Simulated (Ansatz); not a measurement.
## Geometry relaxation of WH2ClOF5 (part 2 of 2)

WH2ClOF5; RKS BHLYP/def2-SVP (Ansatz 0.2.0). The input holds or restrains some coordinates. It belongs to a series of runs on one base structure; here: pulled along the bonds that form and break, towards end B.

Geometry of the input (Å):
```
W  0.0000  0.0000  0.0000
F  0.0000  0.0000  2.2000
Cl 2.3900  0.0000  0.0000
F  0.0000  1.8500  0.0000
F  -1.8500  0.0000  0.0000
F  0.0000  -1.8500  0.0000
F  0.0000  0.0000  -1.8500
O  1.4721  1.5335  0.7063
H  2.2027  1.0805  1.2365
H  0.8771  0.9137  1.8599
```

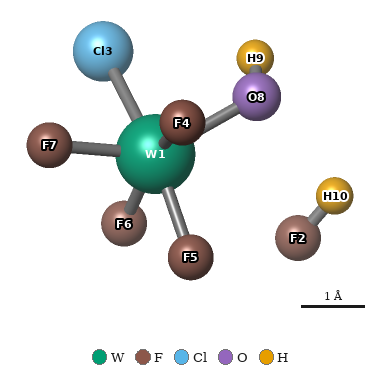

*The geometry at step 9 of the log (ball-and-stick view, seen at a tilt; atoms are numbered from 1 in the order of the input).*

Trajectory as extended XYZ (Å, eV, eV/Å), 11 of the 18 frames kept, from step=1 to step=18:
```
10
Properties=species:S:1:pos:R:3:forces:R:3 step=1 energy=-29981.89746
W     0.0000    0.0000    0.0000    1.9937   2.5895  -0.5581
F     0.0000    0.0000    2.2000    1.6391   1.8203  -2.7170
Cl    2.3900    0.0000    0.0000    4.4578  -9.8111  -5.4775
F     0.0000    1.8500    0.0000  -10.8185   2.2838  -5.3043
F    -1.8500    0.0000    0.0000    0.5375  -0.4729   0.7115
F     0.0000   -1.8500    0.0000   -0.1190   0.2304   0.3374
F     0.0000    0.0000   -1.8500    0.1280  -0.0430   0.9855
O     1.4721    1.5335    0.7063    3.0065   0.3317  12.6164
H     2.2027    1.0805    1.2365    0.2905   2.6419   0.0999
H     0.8771    0.9137    1.8599   -1.1157   0.4296  -0.6937
10
Properties=species:S:1:pos:R:3:forces:R:3 step=3 energy=-29986.12637
W     0.1298    0.1240   -0.1993    1.1016   0.3018   4.3825
F     0.0796    0.0868    2.4685    0.2867   0.2169  -1.3880
Cl    2.4659   -0.1840   -0.0933    2.2163  -6.8994  -3.1886
F    -0.1763    1.9048   -0.0870   -5.9505   1.4447  -2.4851
F    -1.7918   -0.0074    0.0123    2.5196  -0.0547   0.3091
F     0.0040   -1.7961    0.0062    0.2153   2.3903   0.3235
F     0.0076    0.0040   -1.9150    0.3680   0.2175  -3.3022
O     1.5056    1.5359    0.6127    0.1946   0.2216   5.7939
H     2.1938    1.1276    1.2096   -0.8364   1.7098  -1.2438
H     0.6736    0.7322    2.1380   -0.1151   0.4515   0.7988
10
Properties=species:S:1:pos:R:3:forces:R:3 step=4 energy=-29988.44026
W     0.2146    0.1891   -0.2500   -0.2166  -0.4508   2.6456
F     0.0629    0.0701    2.6261   -0.6166  -0.8620  -0.5185
Cl    2.5004   -0.3619   -0.1654    0.6966  -3.8712  -1.7292
F    -0.3159    1.9314   -0.1387   -3.2499   0.4637  -1.6977
F    -1.6980   -0.0044    0.0207    2.4292   0.0484   0.2046
F     0.0209   -1.7108    0.0199    0.3896   2.2782   0.2654
F     0.0322    0.0209   -1.9918    0.5608   0.5003  -1.6195
O     1.4853    1.5324    0.5759   -0.9494  -0.0269   3.1757
H     2.1660    1.1626    1.1548    0.1648   0.5504  -0.9342
H     0.6235    0.6982    2.3012    0.7915   1.3700   0.2078
10
Properties=species:S:1:pos:R:3:forces:R:3 step=6 energy=-29990.80404
W     0.2516    0.2460   -0.2870    0.1963   0.4916   0.8564
F     0.0546   -0.0009    2.7242    0.8906   1.2507  -0.6414
Cl    2.4698   -0.6248   -0.3465    0.0808  -0.2645  -0.5940
F    -0.5162    1.9347   -0.3566   -0.3007  -0.0133  -0.8926
F    -1.5507   -0.0322    0.0815    0.1333   0.0638   0.3026
F     0.0627   -1.5623    0.0864    0.1216   0.1007   0.2277
F     0.1811    0.1368   -2.0826    0.2433   0.2579  -0.1080
O     1.3503    1.4914    0.7021    0.2031  -1.2505   1.0129
H     2.2205    1.1528    0.9932   -0.7340   0.3665  -0.4830
H     0.5681    0.7862    2.6379   -0.8343  -1.0029   0.3194
10
Properties=species:S:1:pos:R:3:forces:R:3 step=8 energy=-29991.50130
W     0.2835    0.2738   -0.3007   -0.0601   0.9193   0.8648
F    -0.0050   -0.0830    2.7127    0.6483   0.8817   0.0034
Cl    2.4703   -0.4690   -0.6806    0.3838  -0.0350  -0.2601
F    -0.3854    1.9457   -0.7304    0.1191  -0.1026  -0.4241
F    -1.4706    0.1172    0.2745    0.1530   0.1192   0.1227
F     0.1323   -1.4943    0.2244    0.1337   0.1462   0.0323
F     0.1337   -0.0141   -2.0857   -0.1360  -0.0911  -0.2184
O     1.2714    1.4220    0.8701   -0.1038  -1.3883   0.0325
H     2.1746    1.1225    1.0674   -0.4792   0.3515  -0.1127
H     0.4871    0.7068    2.8011   -0.6588  -0.8009  -0.0403
10
Properties=species:S:1:pos:R:3:forces:R:3 step=9 energy=-29991.74515
W     0.2918    0.2853   -0.3084   -0.0096   0.9932   0.4527
F    -0.0071   -0.1342    2.7073    0.3435   0.5636   0.2845
Cl    2.4935   -0.3725   -0.8222   -0.0169   0.2071  -0.0174
F    -0.2853    1.9479   -0.9018    0.2354  -0.3805  -0.0017
F    -1.4325    0.2146    0.3744    0.4728   0.2087  -0.1371
F     0.1678   -1.4704    0.2473    0.0799   0.2134  -0.0753
F     0.0589   -0.1197   -2.0835   -0.1097  -0.1586   0.3160
O     1.2381    1.3581    0.9581   -0.3390  -1.3207  -0.6582
H     2.1682    1.1361    1.0998   -0.2502   0.2927  -0.0115
H     0.3985    0.6825    2.8817   -0.4062  -0.6189  -0.1520
10
Properties=species:S:1:pos:R:3:forces:R:3 step=11 energy=-29992.03970
W     0.3188    0.2787   -0.2897    0.2562   0.8933   0.2189
F    -0.1611   -0.2343    2.6931    0.0756   0.2944   0.4939
Cl    2.4892   -0.0929   -1.1003   -0.2620   0.1327   0.1218
F    -0.0086    1.9273   -1.0888    0.1756  -0.5169   0.2539
F    -1.3744    0.4268    0.4292    0.4066   0.1226  -0.2485
F     0.2537   -1.4373    0.3500    0.1077   0.1287  -0.0950
F    -0.1485   -0.3737   -1.9629    0.0574   0.1309   0.6605
O     1.2562    1.1789    1.1074    1.3095  -0.7459  -1.4554
H     2.2490    1.2920    1.0487   -1.9469  -0.0211   0.2502
H     0.2176    0.5621    2.9659   -0.1797  -0.4186  -0.2002
10
Properties=species:S:1:pos:R:3:forces:R:3 step=13 energy=-29992.20933
W     0.3526    0.2738   -0.2772    1.2693   0.2408   0.7035
F    -0.2781   -0.2825    2.6648   -0.0560   0.0061   0.3319
Cl    2.4093   -0.0416   -1.2905    0.1139   0.0259   0.0013
F     0.1438    1.8887   -1.1258   -0.0398   0.3825  -0.1265
F    -1.3148    0.5353    0.4100   -0.3910   0.1070   0.1485
F     0.3803   -1.4218    0.3998    0.0159  -0.1444   0.1085
F    -0.3058   -0.4624   -1.8178   -0.2373  -0.0918  -0.2939
O     1.3284    1.0989    1.1159   -0.7880  -0.5521  -0.8632
H     2.2138    1.4518    1.1805    0.0985   0.0689   0.0122
H     0.1623    0.4874    2.8929    0.0145  -0.0430  -0.0221
10
Properties=species:S:1:pos:R:3:forces:R:3 step=15 energy=-29992.21677
W     0.3597    0.2576   -0.2822    0.8008   0.6210   0.6607
F    -0.2960   -0.2740    2.6597    0.0497   0.1415   0.3910
Cl    2.4152   -0.0533   -1.2950   -0.0034  -0.0051   0.0065
F     0.1723    1.8940   -1.1195    0.0094   0.0159   0.0001
F    -1.3165    0.5421    0.4010   -0.0138  -0.0012  -0.0078
F     0.3918   -1.4356    0.4083   -0.0062   0.0064  -0.0073
F    -0.3364   -0.4573   -1.8277   -0.0161   0.0109   0.0240
O     1.3215    1.0949    1.1210   -0.6234  -0.5939  -0.9502
H     2.1922    1.4927    1.1794   -0.1004  -0.0043  -0.0178
H     0.1882    0.4666    2.9077   -0.0966  -0.1913  -0.0993
10
Properties=species:S:1:pos:R:3:forces:R:3 step=16 energy=-29992.22188
W     0.3673    0.2509   -0.2818    0.8694   0.5487   0.6628
F    -0.3098   -0.2796    2.6562    0.0406   0.1031   0.3732
Cl    2.4146   -0.0966   -1.3112   -0.1197   0.0269   0.0705
F     0.2151    1.8951   -1.1134    0.0143  -0.0046  -0.0013
F    -1.3100    0.5508    0.3927   -0.0048  -0.0079  -0.0158
F     0.3901   -1.4420    0.4106   -0.0044   0.0459  -0.0091
F    -0.3599   -0.4461   -1.8208   -0.0056   0.0312  -0.0026
O     1.3257    1.0842    1.1252   -0.5143  -0.4930  -0.9502
H     2.1467    1.5815    1.1785   -0.1937  -0.0989  -0.0330
H     0.2122    0.4294    2.9167   -0.0817  -0.1514  -0.0945
10
Properties=species:S:1:pos:R:3:forces:R:3 step=18 energy=-29992.22750
W     0.3820    0.2324   -0.2799    0.7629   0.6499   0.6705
F    -0.3340   -0.2577    2.6553    0.0192   0.0447   0.3446
Cl    2.3922   -0.2104   -1.3239   -0.0235   0.0343   0.0387
F     0.3168    1.9064   -1.0692   -0.0109  -0.0183  -0.0187
F    -1.3146    0.5309    0.3504    0.0353   0.0025  -0.0093
F     0.3889   -1.4479    0.4359   -0.0293  -0.0275   0.0103
F    -0.3833   -0.3859   -1.8345   -0.0167   0.0022  -0.0110
O     1.3340    1.0701    1.1305   -0.6361  -0.5891  -0.9119
H     2.0086    1.7508    1.1467   -0.0386  -0.0143  -0.0197
H     0.3013    0.3389    2.9415   -0.0623  -0.0842  -0.0935
```

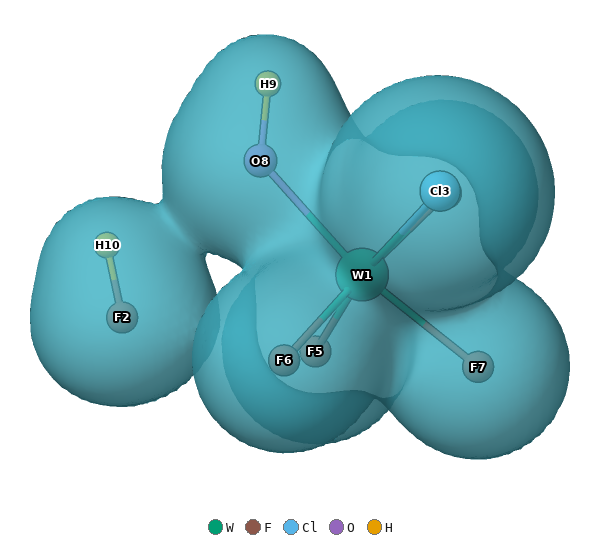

*Isosurface of the total electron density at 0.1 e/Å³ (cyan), seen at a tilt.*

At this value the surface is in one piece. It is pinched off along the W···F (3.06 Å) contacts. On the grid the lowest density along these lines, outside the cores, is 0.07 e/Å³ (W···F, 3.06 Å), 1.1 e/Å³ (W–F, 1.83 Å), 1 e/Å³ (W–O, 1.90 Å) and 0.69 e/Å³ (W–Cl, 2.31 Å).

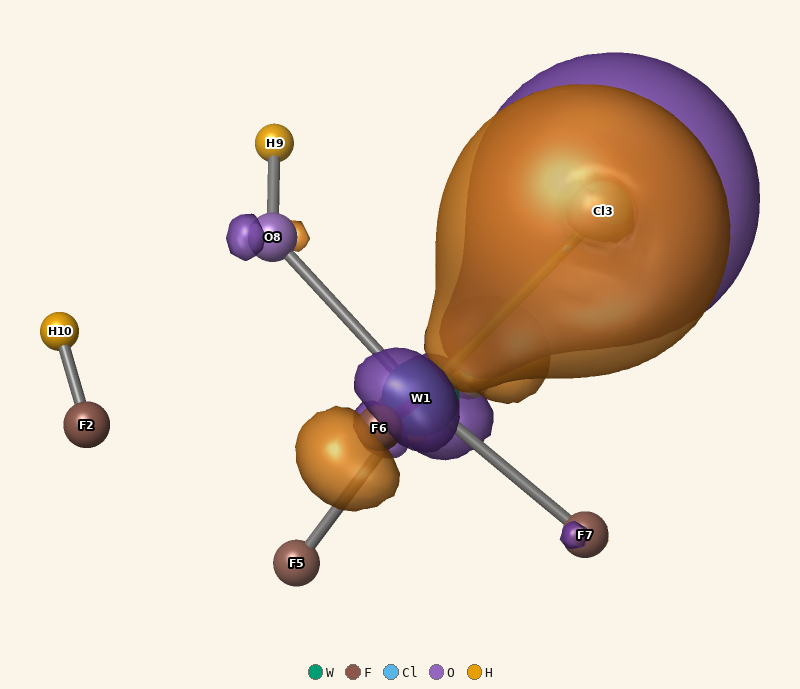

*The HOMO−1 at ±0.1 Å⁻³ᐟ² (orange and purple are the two phases), seen at a tilt.*

Its energy is −11.20 eV.

Summary:

```csv
quantity,value
outcome,converged under the restraints of the input
total energy,−29992.2277 eV
mean-field energy,−29992.2277 eV
"largest force (length of the vector) at the end, held atoms and coordinates included",1.258 eV/Å
wall time,81 s (CPU time 5.1 min)
peak memory,0.48 GiB
```
